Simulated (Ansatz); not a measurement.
# How fast states decay through SrCaF4

Aim: relax a made-up compound, SrCaF4, and see how good a tunnel barrier it would be. It is built by putting F for I in the SrCaI4 structure of space group P2/m, with the volume rescaled by atomic radii. The parent structure comes from the Materials Project.

Calculated with Ansatz 0.2.0; LDA DFT, plane waves, PAW files, in the first sound run; inputs show where later runs differ.

The structure was built from a prototype and need not be the compound's stable phase.

## 1. The structure

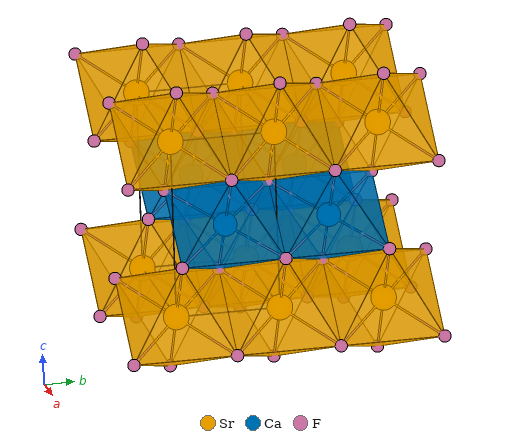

The cell as given, slightly off an axis (strontium orange, calcium blue, fluorine pink). 1×2×1 cells are drawn. Some periodic images of atoms are drawn too.

## 2. Relaxing the new crystal

The substituted atoms don't fit the parent's cell, so cell and atoms relax together. A small smearing keeps the run stable in case the gap closes on the way.

Contents of input.yaml:

```yaml
crystal:
  lattice:
    - [5.8704330487, 0.0, 0.0]
    - [0.0, 3.7590443762, 0.0]
    - [-0.0257660885, 0.0, 6.5384937902]
  atoms:
    - { symbol: Sr, position: [0.0, 0.0, 0.0] }
    - { symbol: Ca, position: [0.0, 0.5, 0.5] }
    - { symbol: F, position: [0.23905891, 0.0, 0.34453388] }
    - { symbol: F, position: [0.249088, 0.5, 0.82156253] }
    - { symbol: F, position: [0.750912, 0.5, 0.17843747] }
    - { symbol: F, position: [0.76094109, 0.0, 0.65546612] }
kpoints:
  mp_grid: { grid: [4, 6, 4] }
scf:
  occupations: { method: gaussian, width: 0.03 }
hamiltonian:
  xc: lda
output:
  forces: true
  stress: true
relax:
  f_tol: 0.02
  max_steps: 60
  cell: {}
```

On the command line:

```bash
> ansatz run input.yaml --threads 2 --pin off --max-ram 4096MiB --backend cpu --events-out ev --progress --plain --runs-dir out
```

Numbers of over 12 decimals in the logs are rounded to 6 here.

The program printed:

```text
Engine: ansatz 0.2.0, aarch64-unknown-linux-gnu
Pseudopotentials: kind: paw
Pseudopotential: Sr, paw, valence charge 10, recommended cutoff 420 eV (normal), Sr.paw.azcp
Pseudopotential: Ca, paw, valence charge 10, recommended cutoff 420 eV (normal), Ca.paw.azcp
Pseudopotential: F, paw, valence charge 7, recommended cutoff 420 eV (normal), F.paw.azcp
Functional definition: SPW92
  exchange = slater_x
  correlation = pw_c
Crystal: 6 atoms, lattice volume = 144.286 Å³
Basis set: ecut = 420 eV, 2823 PW (Γ)
Bands: 30, of which v1, the nominal top of the filled ones, is band 24 counted from 1 (23 counted from 0)
Symmetry: 4 space group operations
Space group: P2/m (ITA 10), of the structure as read, at distance tolerance 5.2e-5 Å
k-points: 40 of 96
Non-local potential: Sr, projectors of the file, l = 0: 3, l = 1: 2, l = 2: 2
Non-local potential: Ca, projectors of the file, l = 0: 3, l = 1: 2, l = 2: 2
Non-local potential: F, projectors of the file, l = 0: 2, l = 1: 2, l = 2: 1
PAW form: soft (Blöchl's): semilocal exchange-correlation on the pseudo side does not see the compensation charge
PAW frozen core: Sr, regenerated for the run's functional, and the local potential with it (the file was generated under x = pbe(κ = 0.804, μ = 0.219515), c = pbe(β = 0.066725))
PAW frozen core: Ca, regenerated for the run's functional, and the local potential with it (the file was generated under x = pbe(κ = 0.804, μ = 0.219515), c = pbe(β = 0.066725))
PAW frozen core: F, regenerated for the run's functional, and the local potential with it (the file was generated under x = pbe(κ = 0.804, μ = 0.219515), c = pbe(β = 0.066725))
PAW one-centre angular grid: Sr, 110 points (default); XC on 64 Gauss nodes
PAW one-centre angular grid: Ca, 110 points (default); XC on 64 Gauss nodes
PAW one-centre angular grid: F, 110 points (default); XC on 64 Gauss nodes
Initial density: superposition of atomic densities (neutral atoms: chi_scale 0, normalization atom), corrected by the library's trained network
Initial wavefunctions: pseudopotential atomic-orbital guess
Functional: x = slater, c = lda
SCF iter   1: F=—  HF=-8400.465070 eV  |F-HF|=—  |Δ(HF+E_count)|=         —  Δρ=1.27e-2  dr2=1.80e-1  ethr=1.77e-3  ⟨swp⟩=11.3  Hψ=7583  notcnv=0
preconditioner: auto → Resta (q_TF=auto, 2.271 Å⁻¹)  ε∞=2.8  [insulator: Δε(μ)=4.946 eV  Ē_g=15.178 eV  σ=0.030 eV  W_gap=1.00  n_scr=34 (ndim 8)  ℏωp=20.5 eV  f_vac=0.294  D(μ)=0.00/eV (n_scr^D=0)  ε∞_Penn≈2.8]
SCF iter   2: F=—  HF=-8400.420408 eV  |F-HF|=—  |Δ(HF+E_count)|=   4.47e-2  Δρ=5.18e-3  dr2=1.60e-2  ethr=3.76e-4  ⟨swp⟩=2.3  Hψ=2486  notcnv=0  defer=56
SCF iter   3: F=—  HF=-8400.416449 eV  |F-HF|=—  |Δ(HF+E_count)|=   3.96e-3  Δρ=1.43e-3  dr2=2.33e-3  ethr=3.33e-5  ⟨swp⟩=2.2  Hψ=2044  notcnv=0  defer=56
SCF iter   4: F=—  HF=-8400.416018 eV  |F-HF|=—  |Δ(HF+E_count)|=   4.31e-4  Δρ=4.17e-4  dr2=1.64e-4  ethr=4.85e-6  ⟨swp⟩=2.0  Hψ=1790  notcnv=0  defer=56
SCF iter   5: F=—  HF=-8400.416025 eV  |F-HF|=—  |Δ(HF+E_count)|=   6.83e-6  Δρ=8.63e-5  dr2=1.60e-5  ethr=3.42e-7  ⟨swp⟩=2.1  Hψ=1658  notcnv=0  defer=56
SCF iter   6: F=—  HF=-8400.416035 eV  |F-HF|=—  |Δ(HF+E_count)|=   1.06e-5  Δρ=1.40e-4  dr2=1.82e-5  ethr=3.34e-8  ⟨swp⟩=2.0  Hψ=1967  notcnv=0  defer=56
SCF iter   7: F=—  HF=-8400.416032 eV  |F-HF|=—  |Δ(HF+E_count)|=   3.24e-6  Δρ=1.01e-5  dr2=1.40e-7  ethr=3.34e-8  ⟨swp⟩=2.0  Hψ=1858  notcnv=0  defer=56
SCF iter   8: F=-8400.416032 eV  HF=-8400.416032 eV  |F-HF|=2.89e-9  |Δ(HF+E_count)|=   1.61e-7  Δρ=3.45e-6  dr2=1.92e-8  ethr=2.08e-10  ⟨swp⟩=5.0  Hψ=4671  notcnv=0
SCF 1 converged in 8 iterations: F = -8400.416032 eV  dr2 = 1.92e-8
  greatest PAW one-centre occupation: 0.996 electrons in one spin orbital (limit 2), on the Ca atom at site 1 (counted from 0), in its partial waves of l = 0
relax step   1: F+E_penalty+E_count = -8400.41603224 eV  Δ(F+E_penalty+E_count) = +0.000e0 eV  max|allowed force component| = 2.440e0 eV/Å  Δτ_max = 0.0000 Å  P = -10.954 GPa  Ω = 144.286 Å³  (8 SCF iters, dr2 threshold 1.00e-7 eV, accepted)
Crystal: 6 atoms, lattice volume = 133.974 Å³
Basis set: ecut = 420 eV, 2643 PW (Γ)
Initial density: handed on by an earlier stage of this run
Initial wavefunctions: those handed on with the density
iter 1 solved again at ethr=8.77e-4 eV; its pass at ethr=3.10e-3 eV (dr2=4.21e-1 eV) is discarded
SCF iter   1: F=—  HF=-8402.736606 eV  |F-HF|=—  |Δ(HF+E_count)|=         —  Δρ=2.60e-2  dr2=4.25e-1  ethr=8.77e-4  ⟨swp⟩=1.0  Hψ=7219  notcnv=0
preconditioner: auto → Resta (q_TF=auto, 2.299 Å⁻¹)  ε∞=2.8  [insulator: Δε(μ)=5.932 eV  Ē_g=16.006 eV  σ=0.030 eV  W_gap=1.00  n_scr=34 (ndim 8)  ℏωp=21.3 eV  f_vac=0.290  D(μ)=0.00/eV (n_scr^D=0)  ε∞_Penn≈2.8]
SCF iter   2: F=—  HF=-8402.605407 eV  |F-HF|=—  |Δ(HF+E_count)|=   1.31e-1  Δρ=1.17e-2  dr2=7.82e-2  ethr=8.77e-4  ⟨swp⟩=2.6  Hψ=1957  notcnv=0
SCF iter   3: F=—  HF=-8402.586323 eV  |F-HF|=—  |Δ(HF+E_count)|=   1.91e-2  Δρ=4.61e-3  dr2=2.21e-2  ethr=1.63e-4  ⟨swp⟩=2.4  Hψ=2286  notcnv=0  defer=2
SCF iter   4: F=—  HF=-8402.582332 eV  |F-HF|=—  |Δ(HF+E_count)|=   3.99e-3  Δρ=1.42e-3  dr2=2.37e-3  ethr=4.60e-5  ⟨swp⟩=2.5  Hψ=1948  notcnv=0  defer=2
SCF iter   5: F=—  HF=-8402.582511 eV  |F-HF|=—  |Δ(HF+E_count)|=   1.79e-4  Δρ=2.00e-4  dr2=7.30e-5  ethr=4.94e-6  ⟨swp⟩=2.0  Hψ=1704  notcnv=0  defer=2
SCF iter   6: F=—  HF=-8402.582593 eV  |F-HF|=—  |Δ(HF+E_count)|=   8.14e-5  Δρ=1.74e-4  dr2=2.50e-5  ethr=1.52e-7  ⟨swp⟩=2.6  Hψ=1970  notcnv=0  defer=2
SCF iter   7: F=—  HF=-8402.582589 eV  |F-HF|=—  |Δ(HF+E_count)|=   3.02e-6  Δρ=5.24e-5  dr2=2.41e-6  ethr=5.21e-8  ⟨swp⟩=2.1  Hψ=2068  notcnv=0  defer=2
SCF iter   8: F=-8402.582590 eV  HF=-8402.582590 eV  |F-HF|=2.03e-7  |Δ(HF+E_count)|=   4.43e-7  Δρ=9.75e-6  dr2=1.25e-7  ethr=1.25e-9  ⟨swp⟩=5.0  Hψ=4494  notcnv=0
SCF 2 converged in 8 iterations: F = -8402.582590 eV  dr2 = 1.25e-7
relax step   2: F+E_penalty+E_count = -8402.58259013 eV  Δ(F+E_penalty+E_count) = -2.167e0 eV  max|allowed force component| = 1.448e0 eV/Å  Δτ_max = 0.1950 Å  P = -7.095 GPa  Ω = 133.974 Å³  energy of the carried Pulay correction = +3.239e-2 eV  (8 SCF iters, dr2 threshold 6.00e-7 eV, accepted)
Crystal: 6 atoms, lattice volume = 122.225 Å³
Basis set: ecut = 420 eV, 2353 PW (Γ)
iter 1 solved again at ethr=6.65e-4 eV; its pass at ethr=3.10e-3 eV (dr2=3.19e-1 eV) is discarded
SCF iter   1: F=—  HF=-8403.560004 eV  |F-HF|=—  |Δ(HF+E_count)|=         —  Δρ=2.24e-2  dr2=3.23e-1  ethr=6.65e-4  ⟨swp⟩=1.1  Hψ=7348  notcnv=0
[...]
relax step  16: F+E_penalty+E_count = -8403.48756847 eV  Δ(F+E_penalty+E_count) = -2.188e-2 eV  max|allowed force component| = 3.190e-2 eV/Å  Δτ_max = 0.0654 Å  P = +0.012 GPa  Ω = 118.167 Å³  energy of the carried Pulay correction = +3.149e-2 eV  (8 SCF iters, dr2 threshold 4.80e-8 eV, accepted)
relax step  17: F+E_penalty+E_count = -8403.51404404 eV  Δ(F+E_penalty+E_count) = -2.648e-2 eV  max|allowed force component| = 6.192e-2 eV/Å  Δτ_max = 0.0693 Å  P = +0.059 GPa  Ω = 111.448 Å³  energy of the carried Pulay correction = +4.065e-2 eV  (8 SCF iters, dr2 threshold 6.36e-8 eV, accepted)
relax step  18: F+E_penalty+E_count = -8403.54644184 eV  Δ(F+E_penalty+E_count) = -3.240e-2 eV  max|allowed force component| = 7.363e-2 eV/Å  Δτ_max = 0.0823 Å  P = +0.045 GPa  Ω = 104.820 Å³  energy of the carried Pulay correction = +4.669e-2 eV  (7 SCF iters, dr2 threshold 2.40e-7 eV, accepted)
relax step  19: F+E_penalty+E_count = -8403.57647193 eV  Δ(F+E_penalty+E_count) = -3.003e-2 eV  max|allowed force component| = 7.869e-2 eV/Å  Δτ_max = 0.0965 Å  P = +0.189 GPa  Ω = 98.096 Å³  energy of the carried Pulay correction = +5.063e-2 eV  (7 SCF iters, dr2 threshold 4.24e-7 eV, accepted)
relax step  20: F+E_penalty+E_count = -8403.58737049 eV  Δ(F+E_penalty+E_count) = -1.090e-2 eV  max|allowed force component| = 8.987e-2 eV/Å  Δτ_max = 0.1647 Å  P = -0.357 GPa  Ω = 92.061 Å³  energy of the carried Pulay correction = +5.294e-2 eV  (7 SCF iters, dr2 threshold 6.00e-7 eV, accepted)
relax step  21: F+E_penalty+E_count = -8403.58976301 eV  Δ(F+E_penalty+E_count) = -2.393e-3 eV  max|allowed force component| = 9.413e-2 eV/Å  Δτ_max = 0.0679 Å  P = -0.061 GPa  Ω = 92.457 Å³  energy of the carried Pulay correction = +5.287e-2 eV  (6 SCF iters, dr2 threshold 6.00e-7 eV, accepted)
relax step  22: F+E_penalty+E_count = -8403.58911593 eV  Δ(F+E_penalty+E_count) = +6.471e-4 eV  max|allowed force component| = 1.029e-1 eV/Å  Δτ_max = 0.0432 Å  P = -0.140 GPa  Ω = 94.124 Å³  energy of the carried Pulay correction = +5.230e-2 eV  (6 SCF iters, dr2 threshold 5.54e-7 eV, rejected (line search))
relax step  23: F+E_penalty+E_count = -8403.59223251 eV  Δ(F+E_penalty+E_count) = -2.470e-3 eV  max|allowed force component| = 2.467e-2 eV/Å  Δτ_max = 0.0284 Å  P = +0.176 GPa  Ω = 92.624 Å³  energy of the carried Pulay correction = +5.280e-2 eV  (9 SCF iters, accepted)
relax step  24: F+E_penalty+E_count = -8403.59271011 eV  Δ(F+E_penalty+E_count) = -4.776e-4 eV  max|allowed force component| = 2.465e-3 eV/Å  Δτ_max = 0.0073 Å  P = +0.009 GPa  Ω = 92.936 Å³  energy of the carried Pulay correction = +5.268e-2 eV  (5 SCF iters, dr2 threshold 2.23e-7 eV, accepted)
relax step  25: F+E_penalty+E_count = -8403.56863614 eV  Δ(F+E_penalty+E_count) = +2.407e-2 eV  max|allowed force component| = 3.384e-3 eV/Å  Δτ_max = 0.0000 Å  P = +0.125 GPa  Ω = 92.936 Å³  stress off target by 2.79e-1 GPa  SCF on the basis re-selected at this cell (its energy is not comparable with the rows above)  (7 SCF iters)
relax step  26: F+E_penalty+E_count = -8403.56889814 eV  Δ(F+E_penalty+E_count) = -2.620e-4 eV  max|allowed force component| = 2.322e-3 eV/Å  Δτ_max = 0.0039 Å  P = +0.022 GPa  Ω = 92.937 Å³  energy of the carried Pulay correction = +7.668e-6 eV  (5 SCF iters, dr2 threshold 1.94e-7 eV, accepted)
iter 1 solved again at ethr=2.15e-6 eV; its pass at ethr=3.10e-3 eV (dr2=1.03e-3 eV) is discarded
SCF iter   1: F=—  HF=-8403.568807 eV  |F-HF|=—  |Δ(HF+E_count)|=         —  Δρ=4.52e-5  dr2=2.44e-7  ethr=2.15e-6  ⟨swp⟩=3.1  Hψ=9916  notcnv=0
eigensolver tolerance schedule: the retry pair's looser diagonalisation over-reported the residual by 4223.06 of it (diagonalisation noise at an unbounded share of the residual, at the tolerance the schedule requests for it); recorded, not acted on — ethr = c·dr2/N_el stays at c = 1.0e-1
preconditioner: auto → Resta (q_TF=auto, 2.444 Å⁻¹)  ε∞=3.3  [insulator: Δε(μ)=6.145 eV  Ē_g=16.976 eV  σ=0.030 eV  W_gap=1.00  n_scr=22 (ndim 8)  ℏωp=25.5 eV  f_vac=0.132  D(μ)=0.00/eV (n_scr^D=0)  ε∞_Penn≈3.3]
SCF iter   2: F=—  HF=-8403.568802 eV  |F-HF|=—  |Δ(HF+E_count)|=   5.04e-6  Δρ=2.34e-5  dr2=7.48e-8  ethr=5.08e-10  ⟨swp⟩=3.0  Hψ=2980  notcnv=0
SCF iter   3: F=—  HF=-8403.568802 eV  |F-HF|=—  |Δ(HF+E_count)|=   1.16e-7  Δρ=8.16e-6  dr2=3.40e-8  ethr=1.56e-10  ⟨swp⟩=2.0  Hψ=2075  notcnv=0
SCF iter   4: F=—  HF=-8403.568802 eV  |F-HF|=—  |Δ(HF+E_count)|=   7.94e-9  Δρ=1.25e-6  dr2=1.08e-9  ethr=7.09e-11  ⟨swp⟩=2.1  Hψ=1994  notcnv=0
SCF iter   5: F=—  HF=-8403.568802 eV  |F-HF|=—  |Δ(HF+E_count)|=  3.82e-11  Δρ=5.87e-7  dr2=2.87e-10  ethr=2.25e-12  ⟨swp⟩=2.0  Hψ=1744  notcnv=0
SCF iter   6: F=-8403.568802 eV  HF=-8403.568802 eV  |F-HF|=2.36e-11  |Δ(HF+E_count)|=  5.82e-11  Δρ=2.50e-7  dr2=3.28e-11  ethr=1.00e-12  ⟨swp⟩=3.9  Hψ=5420  notcnv=0
SCF 27 converged in 6 iterations: F = -8403.568802 eV  dr2 = 3.28e-11
relax step  27: F+E_penalty+E_count = -8403.56880204 eV  Δ(F+E_penalty+E_count) = +9.610e-5 eV  max|allowed force component| = 2.408e-3 eV/Å  Δτ_max = 0.0000 Å  P = +0.023 GPa  Ω = 92.937 Å³  stress off target by 4.97e-2 GPa  SCF on the basis re-selected at this cell (its energy is not comparable with the rows above)  (6 SCF iters)
basis re-selected at this cell: Δ(F+E_penalty+E_count) = +9.610e-5 eV, ΔP = +0.001 GPa vs the last step (what re-selecting the basis moved, of the pressure what is left beyond the Pulay correction that the steps carried, after the strain that the cell walked since its last selection, with what the two solves' SCF thresholds leave and, on support functions, any second-order correction that the steps lacked; it is no m [...]
SCF converged after 6 iterations
Free energy (F): -8403.568802 eV
Harris-Foulkes:  -8403.568802 eV  (|F-HF|=2.36e-11)
Internal energy: -8403.568802 eV  (E = F + TS)
E sigma→0 (E₀):  -8403.568802 eV
Fermi energy:    5.530949 eV
--- Per-component energies (eV) ---
  E_band       = -365.548528
  E_kinetic    = 1350.265406
  E_local      = -3801.169572  (includes V_loc(G=0)·N_el)
  E_nonlocal   = 576.459338
  E_hartree    = 1313.509500
  E_xc         = -622.348452
  E_vxc        = -740.354024  (∫ρ·V_xc dr)
  E_paw        = -4163.677264  (= ΣΔE_a)
  E_vpaw       = -377.776718  (= ΣTr[D̂ρ^β])
  E_aug_tail   = 0.008090  (compensation charges beyond the density's cutoff)
  E_ewald      = -3057.646157
  E_core_change = 1.030308  (= ΣΔE_core)
  E_smearing   = -0.000000  (= −TS)
  E_closure    = 0.000000  (closes the sum)
  Σ components = -8403.568802   (vs F -8403.568802, Δ=0.00e0)
--- Forces (eV/Å), atoms counted from 1 ---
  atom   1  Sr     0.00000000     0.00000000     0.00000000
  atom   2  Ca    -0.00000000     0.00000000     0.00000000
  atom   3  F     -0.00076438    -0.00000000     0.00240811
  atom   4  F      0.00172932    -0.00000000     0.00080718
  atom   5  F     -0.00172932     0.00000000    -0.00080718
  atom   6  F      0.00076438     0.00000000    -0.00240811
  max |Σ_I F_I| component: 2.17e-19 eV/Å
--- Stress (GPa, compression-positive) ---
        0.000356       0.000000      -0.004175
        0.000000       0.019180       0.000000
       -0.004175       0.000000       0.049317
  P = ⅓ Tr σ = 0.0230 GPa (0.230 kbar)
--- Relaxed structure (23 steps of the walk, 22 accepted, 4 SCFs on fresh bases) ---
  F+E_penalty+E_count = -8403.56880204 eV   max|allowed force component| = 2.408e-3 eV/Å   (the final SCF, on the basis selected at the relaxed cell)
  cell:  # Å, volume = 92.9368 Å³
    - [4.058947, 0.0, -0.202979]
    - [0.0, 3.587961, 0.0]
    - [-0.243894, 0.0, 6.393751]
  atoms:
    - { symbol: Sr, position: [-1.181596258697682e-18, 0.0, 0] }
    - { symbol: Ca, position: [-3.469446951953614e-18, 0.500000, 0.5] }
    - { symbol: F, position: [0.222820, 0.0, 0.354747] }
    - { symbol: F, position: [0.245996, 0.500000, 0.828740] }
    - { symbol: F, position: [0.754004, 0.500000, 0.171260] }
    - { symbol: F, position: [0.777180, 0.0, 0.645253] }
```

Wall time 97 s (2 threads of Arm Neoverse V2, shared host); peak memory 0.45 GiB; 3.2 min of CPU time.

Step by step (22 of 27):

```
step  energy less that of the first step (eV)  largest force component (eV/Å)  pressure (GPa)  volume (Å³)
   1                                   0.0000                          2.4399          -10.95       144.29
   2                                  -2.1666                          1.4478           -7.09       133.97
   3                                  -3.0197                          0.0537            1.86       122.22
   5                                  -3.0509                          0.0073            0.04       130.41
   6                                  -3.0486                          0.0140            0.08       131.42
   7                                  -3.0366                          0.0025           -0.03       136.47
   8                                  -3.0351                          0.0011           -0.01       136.95
  10                                  -3.0297                          0.0098            0.02       134.43
  11                                  -3.0338                          0.0016            0.00       133.12
  12                                  -3.0368                          0.0027            0.01       132.05
  13                                  -3.0384                          0.0007            0.00       131.46
  15                                  -3.0497                          0.0277            0.05       124.90
  16                                  -3.0715                          0.0319            0.01       118.17
  17                                  -3.0980                          0.0619            0.06       111.45
  18                                  -3.1304                          0.0736            0.05       104.82
  20                                  -3.1713                          0.0899           -0.36        92.06
  21                                  -3.1737                          0.0941           -0.06        92.46
  22                                  -3.1731                          0.1029           -0.14        94.12
  23                                  -3.1762                          0.0247            0.18        92.62
 25*                                  -3.1526                          0.0034            0.12        92.94
  26                                  -3.1529                          0.0023            0.02        92.94
 27*                                  -3.1528                          0.0024            0.02        92.94
```

Relaxation steps marked * repeat the geometry before them on a plane-wave basis chosen anew for their cell, so energy and pressure can jump there. Other such steps can lie between the rows shown. Relaxation step 22 was tried and not accepted.

Forces are held to the 4 operations that the run works with; a distortion that breaks them can't arise in this run.

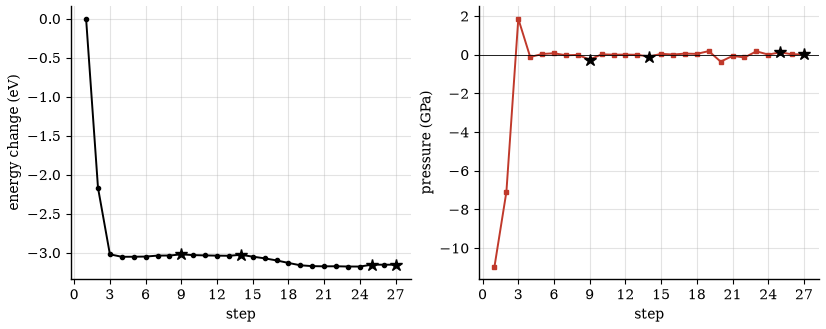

Energy and pressure along the relaxation. Stars mark steps on a basis chosen anew.

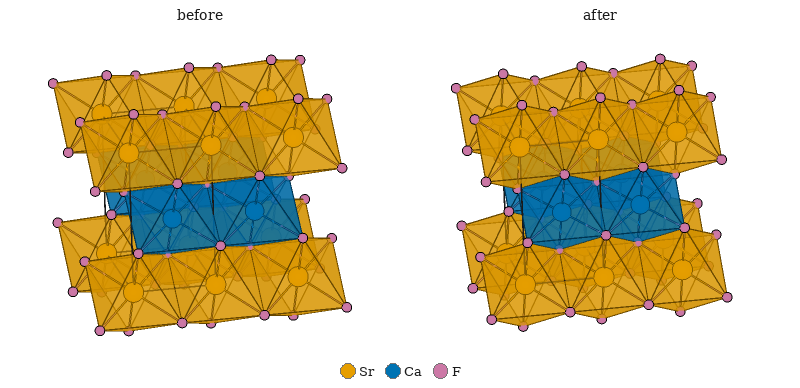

The structure before and after the relaxation, drawn at the same scale.

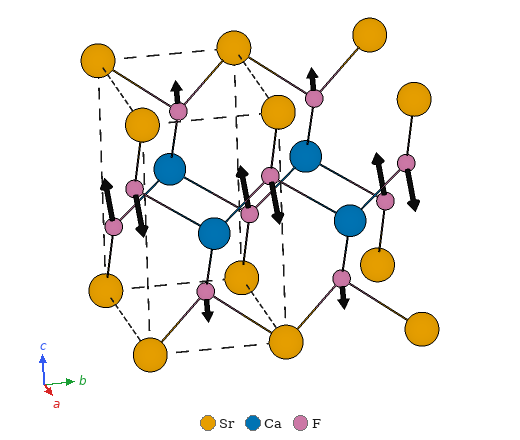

Displacements in the relaxation, exaggerated, measured against the changing cell; the longest in the cell stands for 0.10 Å. 1×2×1 cells are drawn. Some periodic images of atoms are drawn too.

```
     cell as run  before  after   change
           a (Å)   5.870  4.064  -30.8 %
           b (Å)   3.759  3.588   -4.6 %
           c (Å)   6.539  6.398   -2.1 %
           β (°)   90.23  95.05   +5.3 %
volume (Å³/atom)   24.05  15.49  -35.6 %
```

The atoms that moved most (Å, as changes of fractional coordinates times the final cell):

```
atom      dx     dy      dz  length
  F6   0.068  0.000  -0.069   0.097
  F3  -0.068  0.000   0.069   0.097
  F5   0.014  0.000  -0.047   0.049
  F4  -0.014  0.000   0.047   0.049
```

The relaxed structure:

```xyz
6
Lattice="4.0589 0.0000 -0.2030 0.0000 3.5880 0.0000 -0.2439 0.0000 6.3938" Properties=species:S:1:pos:R:3 pbc="T T T"
Sr    0.0000    0.0000    0.0000
Ca   -0.1219    1.7940    3.1969
F     0.8179    0.0000    2.2229
F     0.7964    1.7940    5.2488
F     3.0187    1.7940    0.9419
F     2.9972    0.0000    3.9678
```

This step gave:

- free energy: -8403.5688 eV
- Fermi energy: 5.531 eV
- pressure: 0.02295 GPa

The largest force component on a free atom ends at 0.0024 eV/Å.

(Part 1 of 3 ends here.)

[Logs are printed without paths, hosts, clocks, repeated set-up lines and the standing remarks that a program may print on its own settings, such as how far it seeks lower states.]

[Hosts, paths, dates, database ids (printed as entryN), source tags and the programs' standing remarks are cut or masked in the printed files.]
